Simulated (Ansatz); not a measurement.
## AlRu (Pm-3m): Drude plasma energy against volume

The cell of AlRu (Pm-3m) is scaled evenly and the response computed anew at each volume, on one mesh.

Symmetry: Pm-3m, No. 221, cubic system. The conventional cell has a = 2.992 Å, b = 2.992 Å, c = 2.992 Å, α = 90.00°, β = 90.00°, γ = 90.00°. Ru on site b has 8 Al at 2.59 Å as nearest neighbours. Al on site a has 8 Ru at 2.59 Å as nearest neighbours.

Method: Ansatz 0.2.0, LDA, independent particles, k-mesh 14×14×14 with interpolation inside its cells, Gaussian parameter 0.1 eV.

Launch of the response step: `ansatz run input.yaml --threads 4 --pin off --max-ram 8192MiB --backend cpu --events-out ev --progress --plain --runs-dir out`. The series took 88 s in all, on 4 threads of Intel(R) Xeon(R) Processor @ 2.70GHz (shared host).

```
V/V₀  V (Å³, primitive cell)  Drude plasma energy (eV)
0.94                   25.17                     8.186
0.96                   25.70                     8.041
0.98                   26.24                     7.902
1.00                   26.77                     7.767
1.02                   27.31                     7.638
1.04                   27.84                     7.512
1.06                   28.38                         ?
```

For small changes the quantity should be close to linear in ln V.

Working, on the rows shown:

| x = ln(V/V₀) | y = Drude plasma energy |
| --- | --- |
| -0.0618754 | 8.186 |
| -0.040822 | 8.041 |
| -0.0202027 | 7.902 |
| 0 | 7.767 |
| 0.0198026 | 7.638 |
| 0.0392207 | 7.512 |

Means: x̄ = -0.010646, ȳ = 7.841. Σ(x − x̄)(y − ȳ) = -0.04767, Σ(x − x̄)² = 0.007154. Slope = -0.04767 / 0.007154 = -6.663; intercept = ȳ − slope · x̄ = 7.7701. The line misses the rows shown by at most 0.0036 eV.

Q: Predict the last column of the withheld row from the fit.

A: At x = 0.058269 the line gives y = 7.3818 eV. The run gave 7.391 eV, so the extrapolation is off by 0.0092 eV, 1.2 % of the range in the table.

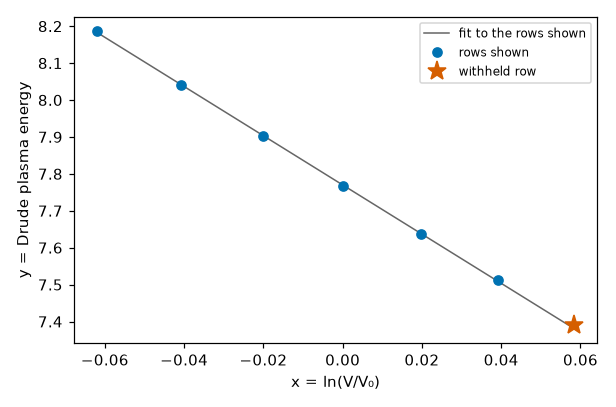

Between the rows on either side of x = 0 the slope is (7.638 − 7.902) / (0.019803 − (-0.020203)) = -6.599. So d ln ωp/d ln V = -0.85; free electrons would give −0.50. The values come from a sum over the points of one k-mesh and carry its error, which is largest for Fermi-surface quantities. Spin-orbit coupling is left out.

[Logs are printed without paths, hosts, clocks, repeated set-up lines and the standing remarks that a program may print on its own settings, such as how far it seeks lower states.]
